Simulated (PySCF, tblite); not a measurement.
**C4H11B2F2N: geometry, infrared bands and NMR shifts**

Aim: predict the infrared bands and NMR shifts of C4H11B2F2N (`CC(C)B(N)CB(F)F`).

Computed with tblite 0.8.0 and PySCF 2.14.0, with density-fitted response routines of our own, on a single molecule in the gas phase. Atoms count from 0, in the outputs and in this text.

### 1 Starting geometry

20 atoms, charge 0, multiplicity 1; geometry from: force field or distance geometry start.

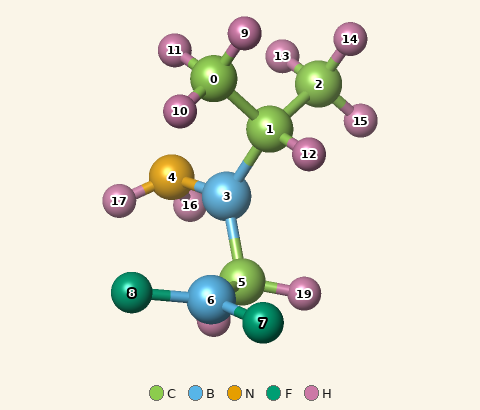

As it starts; carbon green, boron blue, nitrogen amber, fluorine teal, hydrogen pink, atoms numbered; sticks join atoms by distance.

### 2 Optimising the geometry with GFN2-xTB

The job: settings as JSON, then the geometry in Å.

```
{"job": {"kind": "relax", "xc": "GFN2-xTB", "basis": "xTB"}, "charge": 0, "multiplicity": 1}
C     -1.380300    -1.401700     0.142100
C     -0.621400    -0.205800     0.713300
C     -1.559800     0.782200     1.394100
B      0.243700     0.522300    -0.432000
N     -0.467000     1.153700    -1.602200
C      1.830700     0.578500    -0.322300
B      2.462400    -0.870500    -0.482300
F      3.223200    -1.453400     0.609500
F      2.283700    -1.616200    -1.705600
H     -1.949600    -1.921800     0.955000
H     -0.689800    -2.130200    -0.317500
H     -2.119000    -1.066000    -0.627000
H      0.076800    -0.593200     1.508200
H     -2.298300     1.186700     0.655400
H     -2.129000     0.295200     2.214300
H     -0.999500     1.633100     1.841600
H     -0.192800     2.167100    -1.623700
H     -0.083300     0.708800    -2.475300
H      2.237700     1.232300    -1.118000
H      2.126500     1.009500     0.669400
```

On the command line:

```console
OMP_NUM_THREADS=1 python probes_run.py task.json out
```

This one command runs all jobs of the session in turn.

**Question.** This job is followed by: GFN2-xTB harmonic vibrations, gas phase; GIAO PBE0/pcSseg-1 NMR shielding, non-relativistic, gas phase. Predict these results of the whole session: strongest single infrared mode (GFN2-xTB); zero-point energy (GFN2-xTB); 13C shifts against TMS (PBE0/pcSseg-1, means over atoms taken as alike); 1H shifts against TMS (PBE0/pcSseg-1, means over atoms taken as alike); 11B shifts against BF3·OEt2 (PBE0/pcSseg-1); 15N shifts against NH3 (PBE0/pcSseg-1); 19F shifts against CFCl3 (PBE0/pcSseg-1, means over atoms taken as alike).

The runs gave:

| quantity | value |
| --- | --- |
| strongest single infrared mode (GFN2-xTB) | 1268 cm⁻¹, 481 km/mol |
| zero-point energy (GFN2-xTB) | 100.4 kcal/mol |
| 13C shifts against TMS (PBE0/pcSseg-1, means over atoms taken as alike) | 24.5, 19.7, 10.0 ppm |
| 1H shifts against TMS (PBE0/pcSseg-1, means over atoms taken as alike) | 4.07, 1.11, 0.99, 0.77 ppm |
| 11B shifts against BF3·OEt2 (PBE0/pcSseg-1) | 43.2, 28.5 ppm |
| 15N shifts against NH3 (PBE0/pcSseg-1) | 106.3 ppm |
| 19F shifts against CFCl3 (PBE0/pcSseg-1, means over atoms taken as alike) | -73.7 ppm |

Over 208 steps the energy fell by 1.842 eV; of the close pairs, B6–F7 changed most, 1.453 to 1.323 Å. No mode is imaginary among the 54: a minimum at this level. The strongest single mode, at 1268 cm⁻¹, moves mainly B6. Unscaled tight-binding wavenumbers are off by several per cent, some by more. Its intensities can rank the bands wrongly. At PBE0/pcSseg-1: The largest span, 285 ppm, is at F7, F8, where the paramagnetic term is -223 ppm.
